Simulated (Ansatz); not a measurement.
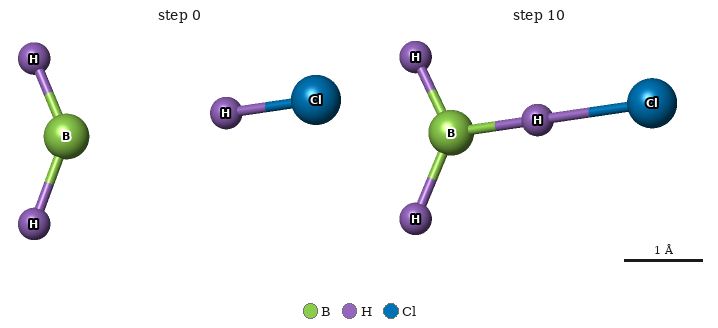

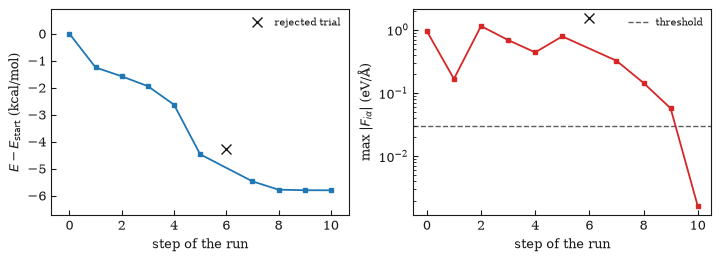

First and last geometry of a relaxation of BH3Cl (multiplicity 2), with the history of the run. A ball-and-stick model, seen from a free direction.

The run prepares an end point of a later path (reaction) calculation, from a guessed geometry.

Computed with Ansatz, UKS PBE0/def2-SVP. (collinear spin; force threshold 0.03 eV/Å; at most 50 steps)

### Did the run converge, and what did it change?

It converged. The energy falls by 5.80 kcal/mol in 9 accepted moves (10 points after the start). The largest force component goes from 0.96 to 0.0016 eV/Å. The line search rejected the trial step at point 6 of the run. An H atom moves most after the best rigid fit: 0.71 Å. By element the largest moves are H 0.71 Å, B 0.38 Å, Cl 0.34 Å. Some distances before and after: B–H 2.384 → 1.289 Å, Cl–H 1.338 → 1.709 Å. New bonds form, among them: B–H (2.38 → 1.29 Å). Bond angles that change, for instance: H–B–H 132.8° → 127.5°.

```csv
step,"E − E(0), kcal/mol","largest force component, eV/Å",note
0,0.00,0.9553,
1,-1.25,0.1679,
2,-1.58,1.1471,
3,-1.94,0.6902,
4,-2.63,0.4403,
5,-4.47,0.7881,
6,-4.26,1.5312,rejected
7,-5.47,0.3248,
8,-5.78,0.1448,
9,-5.80,0.0574,
10,-5.80,0.0016,
```

Limits of the set-up: the start holds two separate molecules, 2.4 Å apart at their closest, whose relative position is a soft coordinate and is computed without a dispersion correction.
